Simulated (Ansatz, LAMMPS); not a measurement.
## Zn2+ triflate in diglyme at 330 K (103 atoms): a reference run and its variants

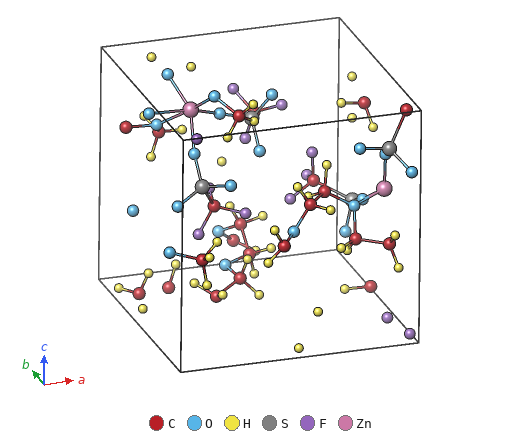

The cell (carbon red, oxygen blue, hydrogen yellow, sulfur grey, fluorine purple, zinc pink). Bonds to atoms that aren't drawn are left out.

Density of this cell: 1.51 g/cm³. The cell holds 103 atoms: 22 C, 21 O, 42 H, 4 S, 12 F and 2 Zn. Cell: a = 10.740 Å, b = 10.740 Å, c = 10.740 Å, α = 90.0°, β = 90.0°, γ = 90.0°. 3 diglyme, 2 Zn2+, 4 triflate placed at random, at 1.51 g/cm³; overlaps pushed apart, then 10 ps at 550 K with divalent ions of Li, Roberts, Chakravorty and Merz (J. Chem. Theory Comput. 9, 2733 (2013)); MMFF94 bonds, angles, torsions, charges and radii (Halgren, J. Comput. Chem. 17, 490 (1996)) in harmonic and 12-6 forms; charges of ions scaled by 0.8. Snapshot after 30 ps at 330 K and fixed volume.

Geometry: as built.

Reference run: Kohn-Sham DFT, PBE+D3(BJ), PAW (set soft_2), plane waves (Ansatz 0.2.0), cutoff 750 eV, Γ point, gaussian smearing of 0.025 eV.

| Quantity | Value |
| --- | --- |
| r.m.s. force component | 1.103 eV/Å |
| gap (highest filled to lowest empty level) | 4.343 eV |
| SCF cycles | 11 |
| time | 9.9 s on 8 threads of Intel Xeon Platinum 8488C (Sapphire Rapids), shared host |

Q: Estimate how much each variant changes the results, and its time and memory.
- support functions medium
- support functions low
- support functions high
- support functions medium, radius 3.41 Å
- support functions medium, radius 3.69 Å
- support functions medium, radius 3.94 Å
- support functions medium, radius 4.22 Å
- support functions medium, radius 4.75 Å
- support functions medium, radius 5.27 Å

Each row is set against the run with plane waves at 750 eV (Kohn-Sham DFT, PBE+D3(BJ), PAW (set soft_2), plane waves; r.m.s. force component 1.10 eV/Å). Energies are set beside the reference only for runs with its functional, potentials and electron count. Times are for 8 threads of Intel Xeon Platinum 8488C (Sapphire Rapids), shared host.

| run | Δ force, r.m.s. (meV/Å) | share of r.m.s. force (%) | Δ energy (meV/atom) | Δ gap (eV) | cycles | time | host memory (GiB) |
| --- | --- | --- | --- | --- | --- | --- | --- |
| reference | - | - | - | - | 11 | 9.9 s | 3.0 |
| support functions medium | 0.594 | 0.0538 | -0.765 | -9.0e-4 | 16 | 58 s | 3.5 |
| support functions low | 0.616 | 0.0559 | -0.762 | -0.001 | 16 | 40 s | 3.2 |
| support functions high | 0.454 | 0.0412 | -0.852 | 0 | 19 | 3.5 min | 11 |
| support functions medium, radius 3.41 Å | 0.6 | 0.0544 | -0.765 | -9.0e-4 | 16 | 43 s | 3.4 |
| support functions medium, radius 3.69 Å | 0.506 | 0.0459 | -0.765 | -4.0e-4 | 17 | 51 s | 3.7 |
| support functions medium, radius 3.94 Å | 0.466 | 0.0422 | -0.765 | -2.0e-4 | 17 | 61 s | 4.1 |
| support functions medium, radius 4.22 Å | 0.447 | 0.0405 | -0.765 | 0 | 17 | 70 s | 4.7 |
| support functions medium, radius 4.75 Å | 0.452 | 0.041 | -0.765 | 0 | 18 | 2.1 min | 5.7 |
| support functions medium, radius 5.27 Å | 0.444 | 0.0403 | -0.765 | 0 | 17 | 2.5 min | 6.9 |

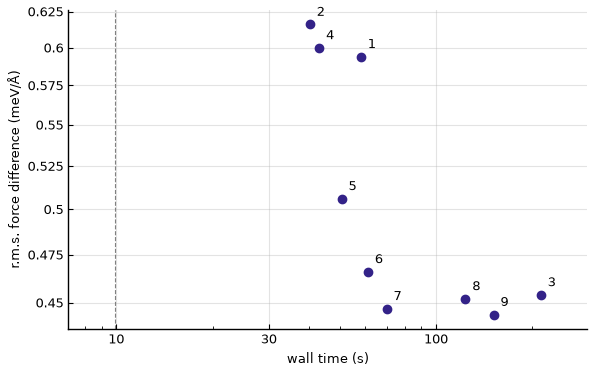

Force difference from the reference against wall time; the dashed line marks the reference's time. Points: 1 support functions medium; 2 support functions low; 3 support functions high; 4 support functions medium, radius 3.41 Å; 5 support functions medium, radius 3.69 Å; 6 support functions medium, radius 3.94 Å; 7 support functions medium, radius 4.22 Å; 8 support functions medium, radius 4.75 Å; 9 support functions medium, radius 5.27 Å.

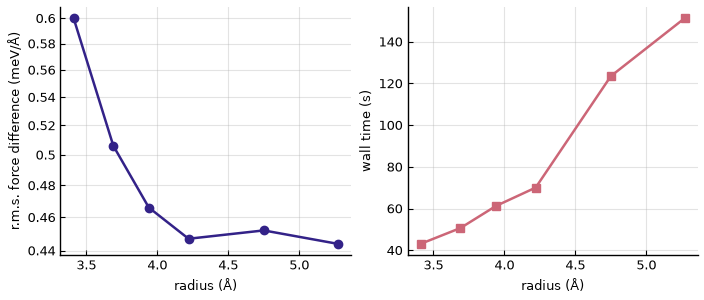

Force difference and time against the radius.

Among numerical settings the force difference runs from 0.44 meV/Å (support functions medium, radius 5.27 Å) to 0.62 meV/Å (support functions low). At 103 atoms the fastest of the runs at a preset level, support functions low, takes 4.1 times the time of plane waves, in 16 SCF cycles against 11. Differences between support functions and plane waves include what basis error the plane-wave run still has. As the radius goes from 3.41 to 5.27 Å, the force difference goes from 0.6 to 0.44 meV/Å, and the time from 43 s to 2.5 min. 

[Hosts, paths, dates, database ids (printed as entryN), source tags and the programs' standing remarks are cut or masked in the printed files.]

[The MMFF94 radii named for the starting cell were scaled by 0.96; in molecules described by MMFF94, hydrogen bound to N, O or S took a small fixed 12-6 site in their place.]
